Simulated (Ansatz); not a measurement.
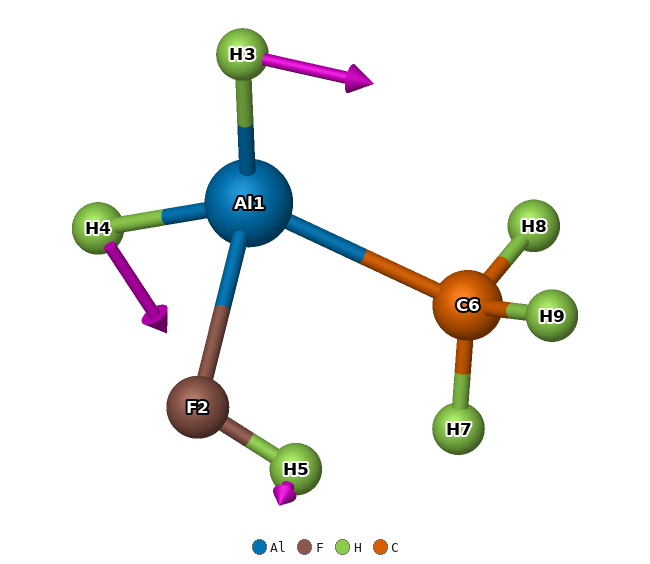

The arrows show one normal mode. Harmonic vibrations computed with RKS PBE0-D4/def2-TZVP (Ansatz 0.2.0) at a stationary point of the same level.

What kind of motion is it?

Mostly H–Al–H bending.

Estimate its harmonic wavenumber.

790 cm⁻¹; it is mode 12 of 21 counted from the lowest.
